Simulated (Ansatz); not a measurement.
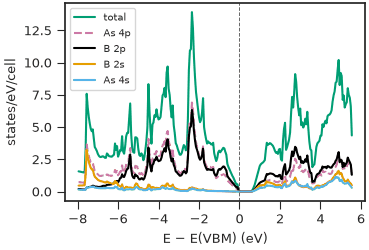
Figure: Total and projected density of states of BAs in space group Pm-3n (No. 223; B on 6c, As on 6d), plane-wave PAW PBE (Ansatz code)

Which orbitals carry the states next to the gap?

Top 1 eV of the valence band: B 2p 57 %, As 4p 40 %. Bottom 1 eV of the conduction band: B 2p 36 %, As 4p 22 %, B 2s 21 %, As 4s 13 %, outside the projected shells 8 %. Projections are on Löwdin-orthogonalised atomic valence shells; empty p or d shells of many metals are not among them.

Where is the tallest occupied peak in this window, and what makes it?

Near -2.3 eV, about 14 states/eV per cell; the largest projected share is As 4p.

The start of the workflow was typed in or built on a structure type; neither database checked (COD, Materials Project) lists it. It is not the phase usual at ambient conditions (space group No. 216). The PBE relaxation kept the symmetry of its start; whether a distortion lowers the energy is not shown. Its formation energy is positive at this level, so the cell may be metastable or incomplete. Scalar-relativistic: spin–orbit coupling is off unless named, which matters more the heavier the elements.

Potentials: the earlier of the program's two PAW sets.
